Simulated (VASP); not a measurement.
Band structure of SiO2 (quartz). Calculation: LDA (Ceperley-Alder, Perdew-Zunger), VASP's LDA PAW potentials (set 64) (plane waves; VASP).

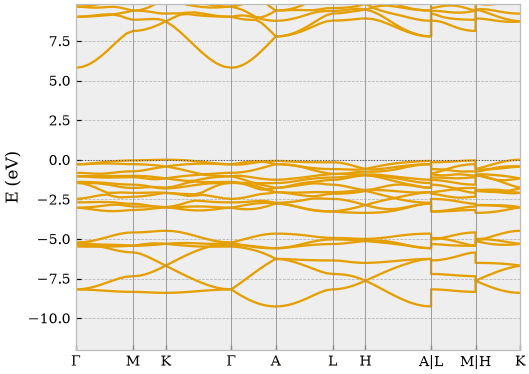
Fig. 1. Bands along high-symmetry lines, zero at the valence-band maximum or, without a gap, the Fermi level

### Question
Read the plot: is there a gap, and where are the band edges?

### Answer
The gap is indirect, 5.81 eV, from the valence maximum at K to the conduction minimum at Γ. (Edges off the drawn lines would not show.)

Measured: gap 9.70 eV (computed value off by -3.89 eV), as given by Wei Chen et al., Physical Review Materials (2018), doi:10.1103/physrevmaterials.2.073803 [computed exciton binding energy of 1.2 eV added to the absorption spectrum's value].

The compound is SiO2 in the quartz structure. It was relaxed first.
